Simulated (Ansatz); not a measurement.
Consider SnTeO3 (space group R3c, No. 161; a = 6.3543 Å, c = 13.4011 Å (hexagonal axes); a hypothetical phase, not in the database extracts checked).

Now apply this change: cell and atoms relaxed at a pressure of 0.3 GPa.

Level of theory: PBEsol (Ansatz, a first-principles code; PAW; 420 eV plane waves; no spin-orbit coupling).

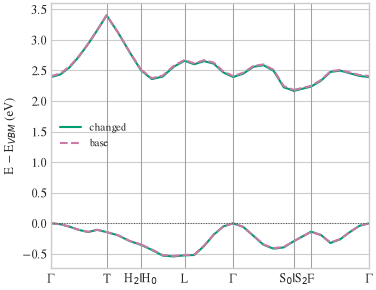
*Highest valence and lowest conduction band along the path, each from its own valence-band maximum*

**Question.** From the figure, how large is the changed gap, and is it direct?

**Answer.** About 2.17 eV, indirect, Γ → S₂.

Spin-orbit coupling, missing from the scalar runs, can matter with Te. Load acts through the strain it causes; cell and atoms are relaxed under it. Stability against distortions was not tested.
